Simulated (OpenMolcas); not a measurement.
# CH4AlNO (SMILES C1[NH][AlH][O]1): levels of theory compared

We compute a comparison of 6 runs (HF/3-21G, HF/def2-SVPD, B3LYP/6-31G*, B2PLYP/def2-SVPD, PBE/def2-SVPD, MP2/def2-SVPD) of CH4AlNO. 

Program for the calculation: OpenMolcas 26.06.

## 1. The system as given

CH4AlNO: 8 atoms, total charge 0, spin state singlet. As SMILES, `C1[NH][AlH][O]1`. The Al3–H8 distance was set to 2.824 Å, away from the relaxed value. At this shape a bond of the SMILES string is far longer than usual.

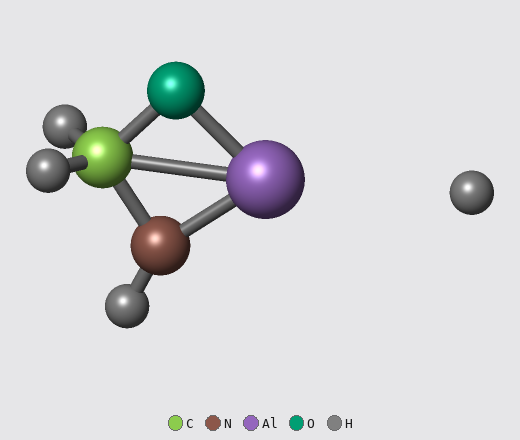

Viewed from a chosen angle; carbon green, nitrogen brown, aluminium purple, oxygen teal, hydrogen grey.

## 2. The energy at HF/3-21G (run 1)

Contents of calc.input:

```
* CH4AlNO Hartree-Fock

&GATEWAY
  BasLib = $CurrDir
  Coord
  8
  bohr
  C     -0.67636322     3.73642885    -1.38915468
  N      0.89381022     2.77474723     0.67952851
  Al    -0.12815367    -0.27262512    -0.16253345
  O     -1.74689307     1.48557607    -2.40015816
  H      0.43177218     4.70944884    -2.85085784
  H     -2.18530953     5.00065563    -0.72907335
  H      1.89687685     3.97264462     1.75062527
  H      0.31369454    -5.43976562     1.09226170
  Basis = 3-21G
  Group = NoSym

&SEWARD

&SCF
  Thresholds = 1e-10 1e-07 1e-07 1e-05
  PrOrbitals = 1 1
```

The basis set 3-21G is read from a file made from the Basis Set Exchange's data (not shown).

The run is started by

```console
export MOLCAS_MEM=1860
pymolcas calc.input > calc.log
```

Log:

```text
--- Start Module: gateway ---
[...]
--- Stop Module: gateway /rc=_RC_ALL_IS_WELL_ ---
--- Start Module: seward ---
[...]
      Basis functions           48
--- Stop Module: seward /rc=_RC_ALL_IS_WELL_ ---
[...]
--- Start Module: scf ---
[...]
       Convergence after  14 Iterations
[...]
::    Total SCF energy                               -409.0612480627
[...]
      Total spin, S                                     0.0000000000
[...]
      Total electronic charge=   38.000000
      Total            charge=   -0.000000
[...]
      Dipole Moment (debye):
      Origin of the operator (angstrom)=   -0.1924    0.7857   -0.3673
                   X=  1.4103E+00               Y=  1.8544E+00               Z=  1.4825E+00           Total=  2.7615E+00
      Quadrupole Moment (debye*angstrom):
[...]
--- Stop Module: scf /rc=_RC_ALL_IS_WELL_ ---
[...]
```

Wall time 3.3 s (1 thread of AMD EPYC 7R43 (Zen 3), shared host); peak memory 0.38 GiB.

## 3. The energy at HF/def2-SVPD (run 2)

Contents of job.input:

```
* CH4AlNO Hartree-Fock

&GATEWAY
 BASLIB=$CurrDir
 COORD
 8
 angstrom
 C       -0.357916       1.977233      -0.735109
 N        0.472984       1.468333       0.359591
 Al      -0.067816      -0.144267      -0.086009
 O       -0.924416       0.786133      -1.270109
 H        0.228484       2.492133      -1.508609
 H       -1.156416       2.646233      -0.385809
 H        1.003784       2.102233       0.926391
 H        0.166000      -2.878600       0.578000
 BASIS=def2-SVPD
 GROUP=NoSym

&SEWARD

&SCF
 THRESHOLDS=1e-10 1e-07 1e-07 1e-05
 PRORBITALS=1 1
```

The basis set def2-SVPD is read from a file made from the Basis Set Exchange's data (not shown).

The run is started by

```console
export MOLCAS_MEM=1860
pymolcas job.input > job.log
```

Log:

```text
--- Start Module: gateway ---
[...]
--- Stop Module: gateway /rc=_RC_ALL_IS_WELL_ ---
--- Start Module: seward ---
[...]
      Basis functions          119
--- Stop Module: seward /rc=_RC_ALL_IS_WELL_ ---
[...]
--- Start Module: scf ---
[...]
       Convergence after  15 Iterations
[...]
::    Total SCF energy                               -411.1347428735
[...]
      Total spin, S                                     0.0000000000
[...]
      Total electronic charge=   38.000000
      Total            charge=   -0.000000
[...]
      Dipole Moment (debye):
      Origin of the operator (angstrom)=   -0.1924    0.7857   -0.3673
                   X=  1.1552E+00               Y=  2.1645E+00               Z=  1.1258E+00           Total=  2.6994E+00
      Quadrupole Moment (debye*angstrom):
[...]
--- Stop Module: scf /rc=_RC_ALL_IS_WELL_ ---
[...]
```

It took 22 s on 1 thread of AMD EPYC 7R43 (Zen 3), shared host; peak memory 0.75 GiB.

Runs 3 to 5 aren't shown in full; the table further down has their settings and results.

## 4. A single-point energy at MP2/def2-SVPD (run 6)

Contents of test.inp:

```
>>> EXPORT MOLCAS_PRINT=2
&GATEWAY
BasLib=$CurrDir
Coord
8
bohr
C     -0.67636322     3.73642885    -1.38915468
N      0.89381022     2.77474723     0.67952851
Al    -0.12815367    -0.27262512    -0.16253345
O     -1.74689307     1.48557607    -2.40015816
H      0.43177218     4.70944884    -2.85085784
H     -2.18530953     5.00065563    -0.72907335
H      1.89687685     3.97264462     1.75062527
H      0.31369454    -5.43976562     1.09226170
Basis=def2-SVPD
Group=NoSym
&SEWARD
&SCF
Thresholds=1e-10 1e-07 1e-07 1e-05
PrOrbitals=1 2
&MBPT2
Frozen=8
```

The basis set def2-SVPD is read from a file made from the Basis Set Exchange's data (not shown).

The run is started by

```console
export MOLCAS_MEM=1860
pymolcas test.inp > test.log
```

Log:

```text
--- Start Module: gateway ---
[...]
--- Stop Module: gateway /rc=_RC_ALL_IS_WELL_ ---
[...]
      Basis functions          119
[...]
--- Start Module: scf ---
[...]
       Convergence after  15 Iterations
[...]
::    Total SCF energy                               -411.1347428739
[...]
      Total spin, S                                     0.0000000000
[...]
      Total electronic charge=   38.000000
      Total            charge=   -0.000000
[...]
      Dipole Moment (debye):
      Origin of the operator (angstrom)=   -0.1924    0.7857   -0.3673
                   X=  1.1552E+00               Y=  2.1645E+00               Z=  1.1258E+00           Total=  2.6994E+00
      Quadrupole Moment (debye*angstrom):
[...]
--- Stop Module: scf /rc=_RC_ALL_IS_WELL_ ---
[...]
--- Start Module: mbpt2 ---
[...]
WARNING!
Default frozen orbitals as non valence orbitals is overwritten by user input.
Default values:   5
[...]
       Reference weight ( Cref**2 )         =        0.82601
::    Total MBPT2 energy                             -411.7219511780
[...]
      Total MBPT2 calculations                           0.89      0.98
--- Stop Module: mbpt2 /rc=_RC_ALL_IS_WELL_ ---
[...]
```

Run time: 24 s. Hardware: 1 thread of AMD EPYC 7R43 (Zen 3), shared host; peak memory 0.75 GiB.

## 5. The series

```
run                               level  Cartesian functions  integration grid  energy (Eh)  dipole moment (D) of the reference  HOMO energy (eV)  LUMO energy (eV)  wall time
  1                            HF/3-21G                   no                 –  -409.061248                                2.76             -9.19              0.10      3.3 s
  2                        HF/def2-SVPD                   no                 –  -411.134743                                2.70             -9.37             -0.22       22 s
  3  B3LYP/6-31G* (Cartesian functions)                  yes         UltraFine  -412.836707                                2.76             -6.87             -3.15       24 s
  4                    B2PLYP/def2-SVPD                   no         UltraFine  -412.368385                                2.58             -8.05             -2.12       64 s
  5                       PBE/def2-SVPD                   no         UltraFine  -412.322014                                2.54             -6.08             -3.86       86 s
  6                       MP2/def2-SVPD                   no                 –  -411.721951                                2.70             -9.37             -0.22       24 s
```

## 6. Results

| quantity | value |
| --- | --- |
| run 6: total energy | -411.72195 Eh |
| run 6: dipole moment (mean-field density) | 2.70 D |
| run 6: HOMO energy (Hartree–Fock orbitals) | -9.37 eV |
| run 6: LUMO energy (Hartree–Fock orbitals) | -0.22 eV |
| run 6: HOMO–LUMO gap (Hartree–Fock orbitals) | 9.16 eV |
| run 6: correlation energy (8 core orbitals frozen) | -587.2 mEh |

Over runs 1, 2, 3, 4, 5 the dipole moment (its size) runs from 2.54 D (PBE/def2-SVPD) to 2.76 D (HF/3-21G). The two ends differ in method and basis. Over runs 1, 2, 3, 4, 5 the HOMO–LUMO gap runs from 2.23 eV (PBE/def2-SVPD) to 9.29 eV (HF/3-21G). For B2PLYP the log adds the whole second-order term; the table takes 0.27 of it, as the functional is defined. Totals of different functionals can't be ranked against each other. All runs together took 3.7 min, the longest 86 s.
